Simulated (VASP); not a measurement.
Band structure of Hf (space group P6_3/mmc). These are SCAN meta-GGA, VASP's PBE PAW potentials (set 64) (plane waves; VASP) values and carry that method's errors.

Unless said otherwise, spin-orbit coupling is left out, though it shifts the bands of the heavy elements here.

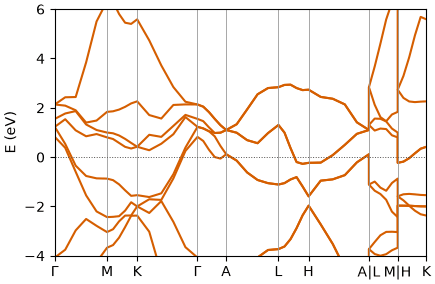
Bands along high-symmetry lines, zero at the valence-band maximum or, without a gap, the Fermi level

Q: Read the plot: is there a gap, and where are the band edges?

A: It has no gap at this level: it comes out as a metal or semimetal.

The structure comes from a measured Hf entry (P6_3/mmc) of the Crystallography Open Database, whose conditions weren't checked. It was relaxed first, which changed the volume by -7 %.
